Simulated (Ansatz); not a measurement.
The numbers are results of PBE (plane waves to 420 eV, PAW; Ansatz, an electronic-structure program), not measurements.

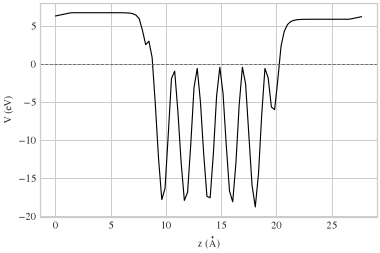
Figure: Plane-averaged electrostatic potential energy along the normal, in eV from the Fermi level, for a constructed model of the (111)B surface of zinc-blende BN, N-terminated, B trimer, 2x2 (bottom of the slab: 3 H on 4 bottom sites)

Slab: 46 atoms, 11.6 Å thick at the start with caps and adatoms (thin: gaps and levels are the slab's own); k 5x5x1, smearing 0.025 eV, dipole-corrected; 8 atoms held, the rest relaxed; symmetry of the start imposed; no spin (no spin-polarised run to compare, though such a face may carry moments), no spin-orbit, no U. The slab shows no gap over 0.04 eV on its mesh. It is one candidate, not shown to be the stable structure of the face.

The vacuum level lies 5.86 eV above the Fermi level over the top face and 6.72 eV above it under the bottom face.
